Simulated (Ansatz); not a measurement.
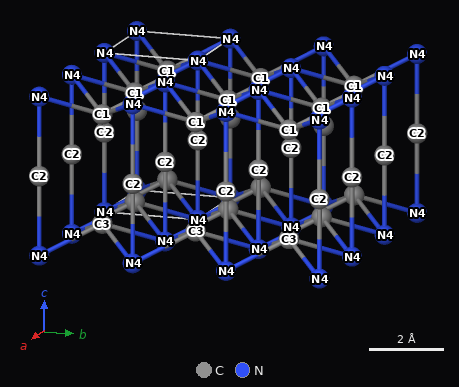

Starting structure of solid C3N (a generated structure, set up in P4/mmm) (coarse preliminary run). The picture is a ball-and-stick view of the cell of the calculation, repeated 3 × 3 × 1 with one cell outlined, seen slightly off an axis.

All numbers below come from DFT PBE, scalar-relativistic, plane waves, PAW (Ansatz 0.2.0).

The input:
```yaml
crystal:
  lattice:
    - [2.6986882448, 0.0, 0.0]
    - [0.0, 2.6986882448, 0.0]
    - [0.0, 0.0, 4.4641204548]
  atoms:
    - { symbol: C, position: [0.5, 0.5, 0.8432028832] }
    - { symbol: C, position: [0.0, 0.0, 0.5] }
    - { symbol: C, position: [0.5, 0.5, 0.1567971168] }
    - { symbol: "N", position: [0.0, 0.0, 0.0] }
basis:
  ecutwfc: 420
kpoints:
  mp_grid: { grid: [6, 6, 4] }
hamiltonian:
  xc: pbe
scf:
  occupations: { method: gaussian, width: 0.1 }
  lower_state_search: "off"
output:
  forces: true
  stress: true
  eigenvalues: true
relax:
  adjacent_minimum: "off"
  f_tol: 0.04
  max_steps: 70
  cell: { stress_tol: 0.4 }
```

Command:
```bash
ansatz run input.yaml --threads 1 --pin off --max-ram 2560MiB --backend cpu --events-out ev --progress --plain --runs-dir out
```

**What does the optimiser find from here?**

The largest moves relative to the cell, 0.007 Å, are those of C1 and C3. C3 goes along +c. N stays in place. The drawn cell changes as follows: a = b 2.699 → 2.738 Å (+1.4 %), c 4.464 → 4.378 Å (−1.9 %); the volume changes by +0.9 %. Some distances before and after: C2–N4 2.232 → 2.189 Å, C1–N4 2.033 → 2.056 Å, C1–C3 1.400 → 1.387 Å. The space group stays P4/mmm (No. 123). After 4 accepted moves (5 points after the start) the energy has fallen by 5.3 meV per atom. Largest force component: 0.066 eV/Å at the start, 0.0016 eV/Å at the end. The pressure goes from −0.14 to 0.12 GPa. At 1 point the geometry stayed and the basis and grid were re-selected for the new cell (energy shift of 0.3 meV per atom at most each time). Cost: 5.9 s on 1 thread of Arm Neoverse V1, with other jobs on the host, peak memory 0.28 GiB.

History of the run:

| step | E − E(0), meV/atom | largest force component, eV/Å | pressure, GPa | volume, Å³/atom | note |
| --- | --- | --- | --- | --- | --- |
| 0 | 0.00 | 0.0655 | -0.14 | 8.128 |  |
| 1 | -4.87 | 0.0527 | 1.15 | 8.056 |  |
| 2 | -5.07 | 0.0905 | 0.47 | 8.112 |  |
| 3 | -5.01 | 0.1788 | 1.04 | 8.162 |  |
| 4 | -5.08 | 0.0014 | 0.05 | 8.204 |  |
| 5 | -5.35 | 0.0016 | 0.12 | 8.204 | same geometry, new basis |

Final geometry:

```xyz
4
Lattice="2.7377 0.0000 0.0000 0.0000 2.7377 0.0000 0.0000 0.0000 4.3782" Properties=species:S:1:pos:R:3 pbc="T T T"
C     1.3689    1.3689    3.6848
C     0.0000    0.0000    2.1891
C     1.3689    1.3689    0.6934
N     0.0000    0.0000    0.0000
```

After the run, drawn alike:

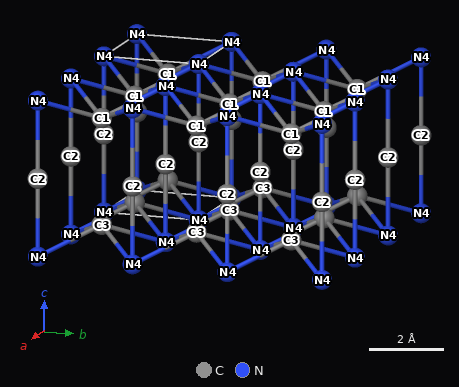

Limits of the set-up: the k-point mesh is coarse for a cell with partly filled bands.
